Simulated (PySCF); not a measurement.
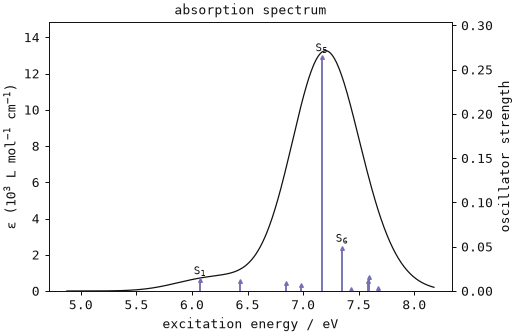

Vertical TDDFT excitations, PBE0/def2-SVPD with PySCF, at a PBE0-D3(BJ)/def2-SVP geometry (no frequency check), gas phase. Only the first 10 singlet excitations are included; each is broadened by a Gaussian of 1/e half-width 0.40 eV. Sticks give oscillator strengths (right axis).

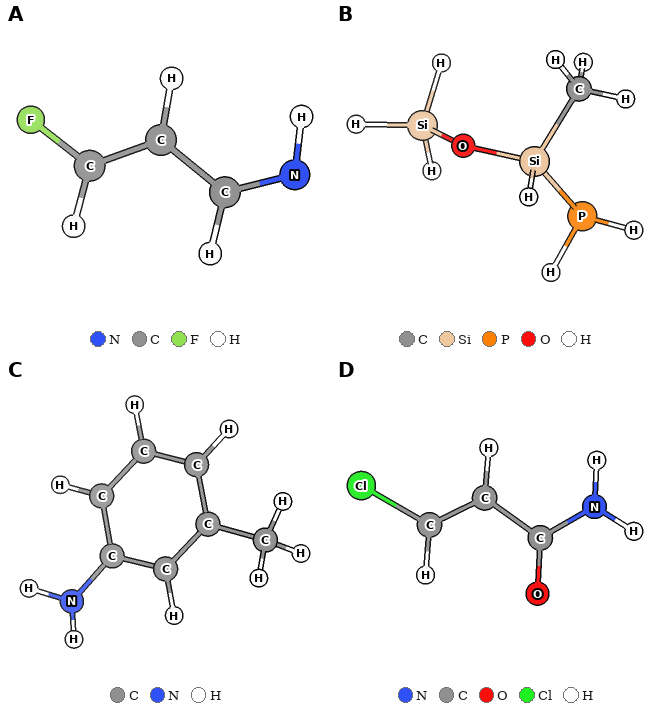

### Which molecule gives this spectrum? The candidates are drawn in the second picture.

Structure B, CH₉OPSi₂, SMILES C[Si@H](P)O[SiH3]. Its lowest singlet lies at 6.07 eV (f = 0.013) and the brightest of those computed is S5 at 7.17 eV (173 nm), f = 0.264, mainly HOMO → LUMO+3 (73 %).

Caveats: states above the negative HOMO energy depend on the basis; one conformer of a flexible molecule; core orbitals are frozen in the response.
